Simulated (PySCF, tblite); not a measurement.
# C5H12Si2: a rotation path, then NMR shifts on frames

Aim: move C5H12Si2 (`C=CC/C([SiH3])=C\[SiH3]`) away from its starting geometry and see how NMR shifts follow the geometry.

Programs: tblite 0.8.0 and PySCF 2.14.0, with density-fitted response routines of our own. Each step states its level of theory. These are calculated values for one molecule in the gas phase, unless marked as measured. Atoms count from 0, in the outputs and in this text.

### Step 1. The starting structure

19 atoms, charge 0, multiplicity 1; geometry from: GFN2-xTB.

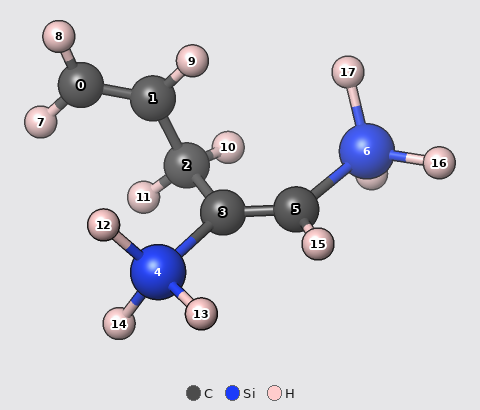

As it starts; carbon dark grey, silicon blue, hydrogen pink, atoms numbered.

### Step 2. A band between two rotamers with GFN2-xTB

What the job is given:

```
{"job": {"kind": "neb", "xc": "GFN2-xTB", "basis": "xTB", "atoms": [1, 2, 3, 4], "turn": 120}, "charge": 0, "multiplicity": 1}
C     -2.100039     1.882485     0.344142
C     -0.848765     1.464636     0.311142
C     -0.268318     0.604316    -0.767534
C      0.083278    -0.740321    -0.185368
Si    -1.365448    -1.929331     0.062395
C      1.332843    -1.037112     0.178276
Si     2.858730     0.056851     0.026977
H     -2.797672     1.640855    -0.441662
H     -2.481068     2.487611     1.149567
H     -0.164140     1.709798     1.112916
H      0.630112     1.083875    -1.166471
H     -0.994731     0.485297    -1.574723
H     -2.354715    -1.324654     0.957184
H     -0.868217    -3.178835     0.639757
H     -1.988329    -2.190822    -1.239986
H      1.501308    -2.016713     0.613005
H      3.990137    -0.656674     0.623378
H      2.671108     1.329201     0.732462
H      3.154124     0.338786    -1.382920
```

With the program's defaults for keys left out, this is: GFN2-xTB climbing-image nudged elastic band, gas phase.

Command:

```sh
> OMP_NUM_THREADS=1 python probes_run.py task.json out
```

One launch serves the whole session: the jobs run in the order shown.

Output:

```text
image   E - E0 / eV
  0       0.0000
  1       0.0623
  2       0.1431
  3       0.1586
  4       0.1557
  5       0.1301
  6       0.0909
  7       0.0337
  8       0.0090
```

Run time: 21 s. Hardware: 1 thread, shared host.

The final band, with the dihedral C1–C2–C3–Si4:

```tsv
image	dihedral (°)	energy (eV)	energy (kcal/mol)
0	78	0.000	0.0
1	106	0.062	1.4
2	133	0.143	3.3
3	158	0.159	3.7
4	183	0.156	3.6
5	207	0.130	3.0
6	231	0.091	2.1
7	256	0.034	0.8
8	278	0.009	0.2
```

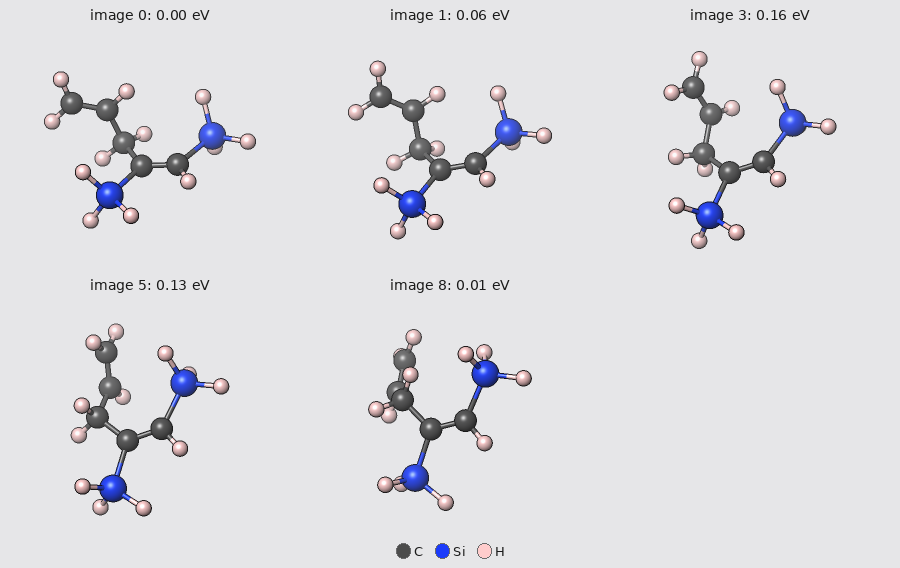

Images along the band.

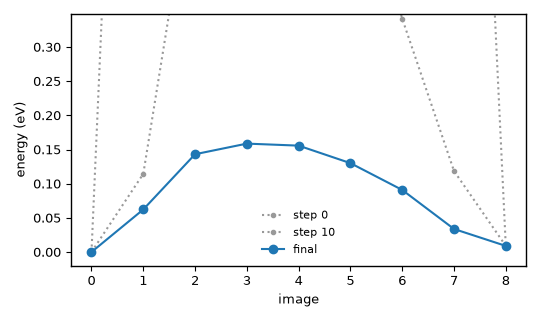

Energy along the band, early and final.

### Step 3. Shielding tensors: image 0, PBE0/pcSseg-1

What the job is given:

```
{"job": {"kind": "nmr", "xc": "PBE0", "basis": "pcSseg-1", "pop": false}, "charge": 0, "multiplicity": 1}
C     -2.100000     1.882500     0.344100
C     -0.848800     1.464600     0.311100
C     -0.268300     0.604300    -0.767500
C      0.083300    -0.740300    -0.185400
Si    -1.365400    -1.929300     0.062400
C      1.332800    -1.037100     0.178300
Si     2.858700     0.056900     0.027000
H     -2.797700     1.640900    -0.441700
H     -2.481100     2.487600     1.149600
H     -0.164100     1.709800     1.112900
H      0.630100     1.083900    -1.166500
H     -0.994700     0.485300    -1.574700
H     -2.354700    -1.324700     0.957200
H     -0.868200    -3.178800     0.639800
H     -1.988300    -2.190800    -1.240000
H      1.501300    -2.016700     0.613000
H      3.990100    -0.656700     0.623400
H      2.671100     1.329200     0.732500
H      3.154100     0.338800    -1.382900
```

Method: GIAO PBE0/pcSseg-1 NMR shielding, non-relativistic, gas phase.

Output:

```text
coarse grid: 16120 points
cycle   1  E = -776.0529825124  dE =  4.612e-01  |g| = 3.808e-01  |ddm| = 3.851e+00
cycle   2  E = -776.0500164212  dE =  2.966e-03  |g| = 3.945e-01  |ddm| = 7.326e-01
cycle   3  E = -776.0925188397  dE = -4.250e-02  |g| = 4.113e-02  |ddm| = 4.302e-01
cycle   4  E = -776.0928567507  dE = -3.379e-04  |g| = 2.386e-02  |ddm| = 7.267e-02
cycle   5  E = -776.0930074819  dE = -1.507e-04  |g| = 5.671e-03  |ddm| = 2.869e-02
cycle   6  E = -776.0930141321  dE = -6.650e-06  |g| = 2.374e-03  |ddm| = 5.763e-03
final grid: 144360 points
cycle   7  E = -776.1344316215  dE = -3.019e-05  |g| = 6.935e-03  |ddm| = 3.112e-02
cycle   8  E = -776.1344247135  dE =  6.908e-06  |g| = 8.632e-03  |ddm| = 1.376e-02
cycle   9  E = -776.1344441635  dE = -1.945e-05  |g| = 1.109e-03  |ddm| = 7.593e-03
cycle  10  E = -776.1344444553  dE = -2.918e-07  |g| = 2.764e-04  |ddm| = 1.078e-03
cycle  11  E = -776.1344444731  dE = -1.775e-08  |g| = 1.075e-04  |ddm| = 3.738e-04
cycle  12  E = -776.1344444759  dE = -2.773e-09  |g| = 3.012e-05  |ddm| = 1.100e-04
cycle  13  E = -776.1344444761  dE = -1.869e-10  |g| = 1.192e-05  |ddm| = 3.391e-05
converged SCF energy = -776.1344444761

GIAO shielding tensors (ppm)
atom      isotropic    diamagn.    paramagn.     s11        s22        s33       span
  0 C       62.358     253.974    -191.617    -49.677     79.710    157.039    206.716
  1 C       42.443     258.640    -216.198    -77.853     51.038    154.142    231.994
  2 C      137.338     249.300    -111.962    118.976    143.910    149.130     30.155
  3 C       17.843     262.394    -244.551   -106.173     -6.668    166.369    272.543
  4 Si     419.840     881.866    -462.025    359.953    431.476    468.093    108.140
  5 C       45.295     257.418    -212.123    -65.430     44.976    156.341    221.772
  6 Si     441.933     880.686    -438.753    420.429    436.256    469.115     48.687
  7 H       26.256      31.663      -5.407     22.494     26.124     30.149      7.655
  8 H       26.284      29.470      -3.186     23.252     25.485     30.115      6.864
  9 H       25.770      33.519      -7.749     22.429     25.295     29.586      7.157
 10 H       28.395      33.773      -5.377     25.007     28.126     32.053      7.045
 11 H       28.712      33.665      -4.953     26.731     27.893     31.514      4.782
 12 H       27.218      30.180      -2.961     23.391     27.486     30.778      7.387
 13 H       27.836      30.021      -2.185     24.394     26.617     32.498      8.104
 14 H       27.582      29.967      -2.386     24.466     26.065     32.214      7.748
 15 H       25.102      32.685      -7.583     22.796     23.407     29.102      6.306
 16 H       27.731      28.796      -1.065     24.592     25.808     32.793      8.202
 17 H       27.450      29.992      -2.541     23.675     27.023     31.653      7.979
 18 H       27.353      29.378      -2.025     23.986     26.080     31.993      8.007
```

It took 68 s on 1 thread, shared host.

Shifts follow as δ = σ(reference) − σ, with reference shieldings (ppm) from runs at the same level and on the same kind of geometry: 1H TMS 31.72, 13C TMS 186.9, 29Si TMS 349.2. The references are single molecules in the gas phase. Each atom is listed at this fixed geometry, with no averaging over motion; a spectrum would average atoms that exchange fast.

```tsv
atoms	environment	σ (ppm)	δ (ppm)
C3	fully substituted alkene carbon	17.8	169.1
C1	alkene CH	42.4	144.5
C5	alkene CH	45.3	141.6
C0	terminal =CH2 carbon	62.4	124.6
C2	allylic sp3 CH2	137.3	49.6
H15	hydrogen on an alkene CH	25.10	6.62
H9	hydrogen on an alkene CH	25.77	5.95
H7	hydrogen on a terminal =CH2 carbon	26.26	5.46
H8	hydrogen on a terminal =CH2 carbon	26.28	5.43
H12	hydrogen on a silicon bonded to C	27.22	4.50
H18	hydrogen on a silicon bonded to C	27.35	4.36
H17	hydrogen on a silicon bonded to C	27.45	4.27
H14	hydrogen on a silicon bonded to C	27.58	4.14
H16	hydrogen on a silicon bonded to C	27.73	3.99
H13	hydrogen on a silicon bonded to C	27.84	3.88
H10	hydrogen on an allylic sp3 CH2	28.40	3.32
H11	hydrogen on an allylic sp3 CH2	28.71	3.00
Si4	silicon bonded to C, 3 H	419.8	-70.7
Si6	silicon bonded to C, 3 H	441.9	-92.8
```

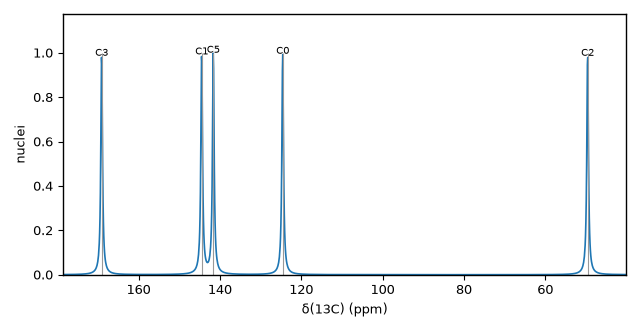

13C lines at the computed shifts, without couplings. Lines are broadened to a width of 0.48 ppm (Lorentzian).

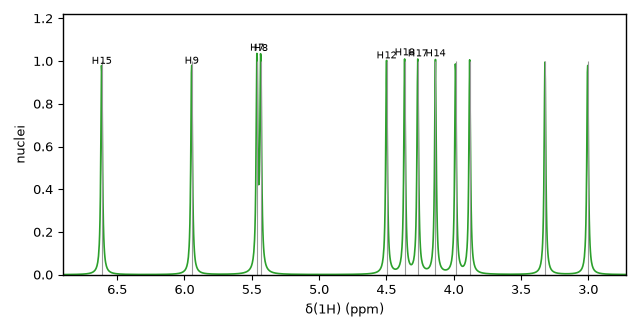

1H lines at the computed shifts, without couplings. Lines are broadened to a width of 0.01 ppm (Lorentzian).

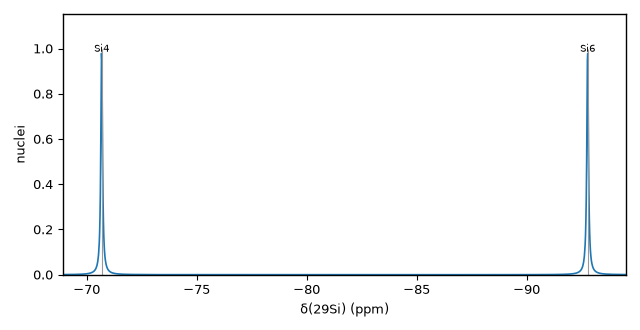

29Si lines at the computed shifts, without couplings. Lines are broadened to a width of 0.09 ppm (Lorentzian).

### Step 4. Nuclear shieldings: image 1, PBE0/pcSseg-1

What the job is given:

```
{"job": {"kind": "nmr", "xc": "PBE0", "basis": "pcSseg-1", "pop": false}, "charge": 0, "multiplicity": 1}
C     -1.784400     2.080100     0.510400
C     -0.632800     1.542000     0.157800
C     -0.454200     0.476000    -0.877200
C     -0.018400    -0.812500    -0.218200
Si    -1.339800    -2.159500    -0.098600
C      1.216600    -0.979700     0.263000
Si     2.688200     0.194700     0.202200
H     -2.716700     1.798300     0.049700
H     -1.839200     2.836300     1.275700
H      0.277100     1.852600     0.648900
H      0.310300     0.797200    -1.590800
H     -1.393100     0.323800    -1.414000
H     -2.481300    -1.659500     0.670400
H     -0.775800    -3.347400     0.542600
H     -1.785000    -2.491500    -1.457300
H      1.423800    -1.930700     0.743200
H      3.811300    -0.470300     0.866100
H      2.449200     1.458200     0.908700
H      3.034300     0.501000    -1.190000
```

Method: GIAO PBE0/pcSseg-1 NMR shielding, non-relativistic, gas phase.

Output:

```text
coarse grid: 16120 points
cycle   1  E = -776.0500451031  dE =  4.585e-01  |g| = 3.838e-01  |ddm| = 3.863e+00
cycle   2  E = -776.0464175792  dE =  3.628e-03  |g| = 4.006e-01  |ddm| = 7.504e-01
cycle   3  E = -776.0901667342  dE = -4.375e-02  |g| = 4.248e-02  |ddm| = 4.417e-01
cycle   4  E = -776.0905174511  dE = -3.507e-04  |g| = 2.506e-02  |ddm| = 7.510e-02
cycle   5  E = -776.0906817341  dE = -1.643e-04  |g| = 6.422e-03  |ddm| = 2.956e-02
cycle   6  E = -776.0906907074  dE = -8.973e-06  |g| = 2.344e-03  |ddm| = 6.557e-03
final grid: 144360 points
cycle   7  E = -776.1319082579  dE = -3.426e-05  |g| = 7.423e-03  |ddm| = 3.620e-02
cycle   8  E = -776.1318982548  dE =  1.000e-05  |g| = 9.605e-03  |ddm| = 1.607e-02
cycle   9  E = -776.1319226269  dE = -2.437e-05  |g| = 1.551e-03  |ddm| = 9.616e-03
cycle  10  E = -776.1319232117  dE = -5.848e-07  |g| = 3.254e-04  |ddm| = 1.497e-03
cycle  11  E = -776.1319232362  dE = -2.447e-08  |g| = 1.124e-04  |ddm| = 3.664e-04
cycle  12  E = -776.1319232391  dE = -2.954e-09  |g| = 3.407e-05  |ddm| = 1.224e-04
cycle  13  E = -776.1319232394  dE = -2.603e-10  |g| = 1.290e-05  |ddm| = 4.360e-05
converged SCF energy = -776.1319232394

GIAO shielding tensors (ppm)
atom      isotropic    diamagn.    paramagn.     s11        s22        s33       span
  0 C       65.623     253.383    -187.761    -44.043     83.344    157.567    201.611
  1 C       43.763     259.604    -215.841    -79.001     50.736    159.553    238.554
  2 C      141.837     249.122    -107.286    123.094    147.480    154.936     31.842
  3 C       15.632     261.424    -245.792   -106.770    -12.969    166.635    273.405
  4 Si     416.056     881.732    -465.676    351.351    427.022    469.797    118.446
  5 C       44.344     257.802    -213.459    -73.786     45.292    161.526    235.312
  6 Si     440.868     880.743    -439.875    412.695    436.417    473.491     60.796
  7 H       26.387      31.691      -5.304     22.943     25.895     30.322      7.379
  8 H       26.428      29.710      -3.283     23.622     25.248     30.413      6.791
  9 H       25.145      34.343      -9.197     21.423     23.839     30.173      8.750
 10 H       28.405      32.552      -4.147     25.610     27.646     31.959      6.349
 11 H       28.833      33.835      -5.002     25.779     29.276     31.444      5.665
 12 H       27.345      30.175      -2.831     24.003     26.691     31.340      7.337
 13 H       27.735      29.786      -2.052     24.234     26.505     32.465      8.231
 14 H       27.474      29.676      -2.202     24.443     25.994     31.985      7.542
 15 H       24.899      32.639      -7.741     22.655     22.948     29.092      6.437
 16 H       27.711      28.905      -1.195     24.434     25.895     32.803      8.369
 17 H       27.322      29.997      -2.676     23.253     27.254     31.457      8.203
 18 H       27.363      29.418      -2.056     24.212     26.069     31.808      7.596
```

It took 71 s on 1 thread, shared host.

This run: δ C3 171.3, C1 143.2, C5 142.6, C0 121.3, H15 6.82, H9 6.57 ppm.

[end of part 1 of 2]
